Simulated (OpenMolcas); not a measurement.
# One shape, several levels: SnGeH6 (SMILES [GeH3][SnH3])

Aim: a comparison of 6 runs (B2PLYP/def2-SVP, B3LYP/def2-SVP, BLYP/def2-SVP, M06-L/def2-SVP, SVWN5/def2-SVP, CCSD(T)/def2-SVP) of SnGeH6. 

The results are computed with OpenMolcas 26.06.

## 1. Starting point

SnGeH6 has 8 atoms, charge 0, and is taken as a singlet. SMILES: `[GeH3][SnH3]`. The shape is that of a PBE0-D4/def2-TZVP optimisation.

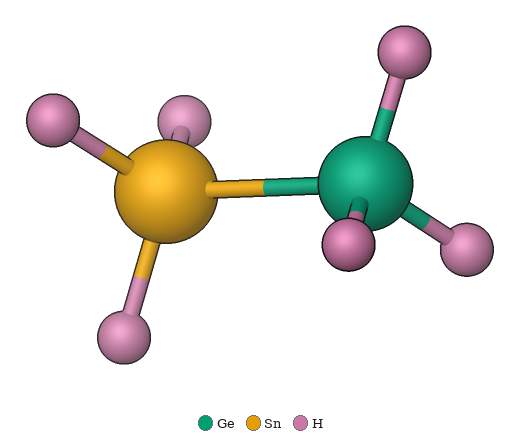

The structure, seen from a chosen angle (germanium teal, tin amber, hydrogen pink).

## 2. The energy at B2PLYP/def2-SVP (core potential) (run 1)

Contents of input.xyz:

```xyz
8

Ge    -0.754100     0.285800    -1.041300
Sn     0.751500    -0.290300     0.992300
H     -1.830800     1.307300    -0.639500
H     -1.453400    -0.978600    -1.567000
H      0.087500     0.886500    -2.179300
H     -0.187600    -0.932800     2.265200
H      1.931000    -1.444200     0.553800
H      1.547900     1.109100     1.560100
```

Contents of test.inp:

```
&GATEWAY
  BasLib=$CurrDir
  Coord=input.xyz
  Basis=def2-SVP
  Group=NoSym

&SEWARD
  GridInput
  Grid=UltraFine
  End of Grid

&SCF
  KSDFT=B2PLYP_SCF
  Thresholds=1e-10 1e-07 1e-07 1e-05
  PrOrbitals=1 1

&MBPT2
  Frozen=13
```

The basis set def2-SVP is read from a file made from the Basis Set Exchange's data (not shown).

The run is started by

```console
$ export MOLCAS_MEM=1860
$ pymolcas test.inp > test.log
```

Standard output:

```text
--- Start Module: gateway ---
[...]
--- Stop Module: gateway /rc=_RC_ALL_IS_WELL_ ---
[...]
      Basis functions           88
[...]
--- Start Module: scf ---
[...]
       Convergence after  11 Iterations
[...]
::    Total KS-DFT energy                           -2293.8254248841
[...]
      Total spin, S                                     0.0000000000
[...]
      Total electronic charge=   60.000000
      Total            charge=   -0.000000
[...]
      Dipole Moment (debye):
      Origin of the operator (angstrom)=    0.1724   -0.0687    0.2101
                   X= -5.7760E-02               Y=  2.2153E-02               Z= -7.9467E-02           Total=  1.0071E-01
      Quadrupole Moment (debye*angstrom):
[...]
--- Stop Module: scf /rc=_RC_ALL_IS_WELL_ ---
[...]
--- Start Module: mbpt2 ---
[...]
 ###    WARNING: MP2 implementation intended for RHF references only         ###
 ###############################################################################
MBPT2 WARNING: Reference function according to RunFile:KS-DFT
I'll assume you know what you're doing and continue
WARNING!
Default frozen orbitals as non valence orbitals is overwritten by user input.
Default values:  14
[...]
       Reference weight ( Cref**2 )         =        0.83780
::    Total MBPT2 energy                            -2294.2697073701
[...]
      Total MBPT2 calculations                           0.22      0.26
--- Stop Module: mbpt2 /rc=_RC_ALL_IS_WELL_ ---
[...]
```

It took 13 s on 1 thread of Intel Xeon 6975P-C (Granite Rapids), shared host; peak memory 0.48 GiB.

## 3. Energy and forces at B3LYP/def2-SVP (core potential) (run 2)

Contents of calc.input:

```
&GATEWAY
  BASLIB=$CurrDir
  COORD
  8
  bohr
  Ge    -1.42504247     0.54008373    -1.96777181
  Sn     1.42012918    -0.54858749     1.87517523
  H     -3.45971059     2.47043896    -1.20847986
  H     -2.74652795    -1.84928599    -2.96120084
  H      0.16535104     1.67524221    -4.11828014
  H     -0.35451262    -1.76273653     4.28060762
  H      3.64906115    -2.72914247     1.04653033
  H      2.92510707     2.09589524     2.94816173
  BASIS=def2-SVP
  GROUP=NoSym

&SEWARD
  GRIDINPUT
  Grid=UltraFine
  End of Grid

&SCF
  KSDFT=B3LYP
  THRESHOLDS=1e-10 1e-07 1e-07 1e-05
  PRORBITALS=1 1

&ALASKA
```

The basis set def2-SVP is read from a file made from the Basis Set Exchange's data (not shown).

The run is started by

```console
$ export MOLCAS_MEM=1860
$ pymolcas calc.input > calc.log
```

Standard output:

```text
--- Start Module: gateway ---
[...]
--- Stop Module: gateway /rc=_RC_ALL_IS_WELL_ ---
[...]
      Basis functions           88
[...]
--- Start Module: scf ---
[...]
       Convergence after  12 Iterations
[...]
::    Total KS-DFT energy                           -2294.7397847259
[...]
      Total spin, S                                     0.0000000000
[...]
      Total electronic charge=   60.000000
      Total            charge=   -0.000000
[...]
      Dipole Moment (debye):
      Origin of the operator (angstrom)=    0.1724   -0.0687    0.2101
                   X= -6.2597E-02               Y=  2.3999E-02               Z= -8.5842E-02           Total=  1.0892E-01
      Quadrupole Moment (debye*angstrom):
[...]
--- Stop Module: scf /rc=_RC_ALL_IS_WELL_ ---
[...]
--- Start Module: alaska ---
[...]
 *              Molecular gradients               *
 **************************************************
  Irreducible representation: a
 ------------------------------------------------------------------------------------------
                              X                       Y                       Z
 ------------------------------------------------------------------------------------------
  GE1               1.49594175957368E-03   -6.01429255606689E-04    2.06689620251055E-03
  SN2              -8.23449024824896E-04    3.09156491290707E-04   -1.13258431763441E-03
  H3                1.58867237001648E-03   -1.37079387311001E-03   -1.81968038685643E-04
  H4                1.13235325278005E-03    1.48760901545408E-03    9.79002630370207E-04
  H5               -8.18918972815830E-04   -8.24709859692074E-04    1.75059200639982E-03
  H6                1.82292766959380E-03    1.42211716818785E-03   -2.85859445035630E-03
  H7               -2.60461908515675E-03    2.47108345988378E-03    7.45113994513713E-04
  H8               -1.79290796894493E-03   -2.89303314638545E-03   -1.36845802703123E-03
[...]
--- Stop Module: alaska /rc=_RC_ALL_IS_WELL_ ---
[...]
```

Wall time 22 s (1 thread of Intel Xeon 6975P-C (Granite Rapids), shared host); peak memory 0.48 GiB.

Runs 3 to 5 aren't shown in full; the table further down has their settings and results.

## 4. A single-point energy at CCSD(T)/def2-SVP (core potential) (run 6)

input.xyz is that of step 2.

Contents of run.inp:

```
>>> EXPORT MOLCAS_PRINT=2

&GATEWAY
 BasLib = $CurrDir
 Coord = input.xyz
 Basis = def2-SVP
 Group = NoSym

&SEWARD

&SCF
 Thresholds = 1e-10 1e-07 1e-07 1e-05
 PrOrbitals = 1 2

&RASSCF
 FileOrb = $Project.ScfOrb
 Spin = 1
 Nactel = 0 0 0
 Inactive = 30
 Ras2 = 0
 OutOrbitals = Canonical
 OrbListing = NoCore

&MOTRA
 JobIph
 Frozen = 13

&CCSDT
 CCT
 Triples = 2
 Iterations = 80
 Accuracy = 1e-08
 Extrapolation = 5 4
```

The basis set def2-SVP is read from a file made from the Basis Set Exchange's data (not shown).

The run is started by

```console
$ export MOLCAS_MEM=1860
$ pymolcas run.inp > run.log
```

Standard output:

```text
--- Start Module: gateway ---
[...]
--- Stop Module: gateway /rc=_RC_ALL_IS_WELL_ ---
[...]
      Basis functions           88
[...]
       Convergence after  11 Iterations
[...]
::    Total SCF energy                              -2291.9158246290
[...]
      Total spin, S                                     0.0000000000
[...]
      Number of active orbitals                  0
[...]
      Spin quantum number                      0.0
[...]
      Active orbitals                            0
[...]
      Number of CSFs                             1
[...]
      Number of root(s) required                 1
[...]
      Convergence after  4 iterations
[...]
      Natural orbitals and occupation numbers for root  1
      ************************************************************************************************************************
      *                                                    Final results                                                     *
      ************************************************************************************************************************
[...]
::    RASSCF root number  1 Total energy:  -2291.91582463
[...]
      Total electronic charge=   60.000000
      Total            charge=   -0.000000
[...]
      Dipole Moment (debye):
      Origin of the operator (angstrom)=    0.1724   -0.0687    0.2101
                   X= -5.5987E-02               Y=  2.1482E-02               Z= -7.7289E-02           Total=  9.7825E-02
      Quadrupole Moment (debye*angstrom):
[...]
--- Start Module: motra ---
[...]
      *** WARNING: Default frozen orbitals is overwritten by user input.
      *** Default values:  14
[...]
--- Stop Module: motra /rc=_RC_ALL_IS_WELL_ ---
--- Start Module: ccsdt ---
[...]
      Convergence after                    15  Iterations
      Total energy (diff) :   -2292.31320365       0.00000000
[...]
 METHOD                       : CCSD+T(CCSD)+<T3(1)WT1> = CCSD(T)
[...]
       CCSD     =     -2292.3132036486404
[...]
--- Stop Module: ccsdt /rc=_RC_ALL_IS_WELL_ ---
[...]
```

Run time: 58 s. Hardware: 1 thread of Intel Xeon 6975P-C (Granite Rapids), shared host; peak memory 0.48 GiB.

## 5. Overview of the runs

| run | level | task | frozen core orbitals | energy (Eh) | dipole moment (D) of the reference | HOMO energy (eV) | LUMO energy (eV) | wall time |
| --- | --- | --- | --- | --- | --- | --- | --- | --- |
| 1 | B2PLYP/def2-SVP (core potential) | energy | 13 | -2293.945381 | 0.10 | -8.74 | 1.31 | 13 s |
| 2 | B3LYP/def2-SVP (core potential) | gradient | – | -2294.739785 | 0.11 | -7.68 | -0.14 | 22 s |
| 3 | BLYP/def2-SVP (core potential) | gradient | – | -2294.588262 | 0.12 | -6.67 | -0.68 | 21 s |
| 4 | M06-L/def2-SVP (core potential) | gradient | – | -2294.712774 | 0.05 | -6.96 | -0.10 | 28 s |
| 5 | SVWN5/def2-SVP (core potential) | gradient | – | -2291.066946 | 0.11 | -6.95 | -0.95 | 16 s |
| 6 | CCSD(T)/def2-SVP (core potential) | energy | 13 | -2292.323783 | 0.10 | -10.28 | 3.28 | 58 s |

## 6. Summary of results

| quantity | value |
| --- | --- |
| run 6: total energy | -2292.32378 Eh |
| run 6: dipole moment (mean-field density) | 0.10 D |
| run 6: HOMO energy (Hartree–Fock orbitals) | -10.28 eV |
| run 6: LUMO energy (Hartree–Fock orbitals) | 3.28 eV |
| run 6: HOMO–LUMO gap (Hartree–Fock orbitals) | 13.56 eV |
| run 6: correlation energy (13 core orbitals frozen) | -408.0 mEh |
| run 6: (T) correction | -10.58 mEh |

Over runs 1, 2, 3, 4, 5 the dipole moment (its size) runs from 0.05 D (M06-L/def2-SVP) to 0.12 D (BLYP/def2-SVP). Over runs 1, 2, 3, 4, 5 the HOMO–LUMO gap runs from 6.00 eV (BLYP/def2-SVP) to 10.05 eV (B2PLYP/def2-SVP). A double hybrid's value is that of its SCF part. For B2PLYP the log adds the whole second-order term; the table takes 0.27 of it, as the functional is defined. Totals of different functionals can't be ranked against each other. All runs together took 2.6 min, the longest 58 s.
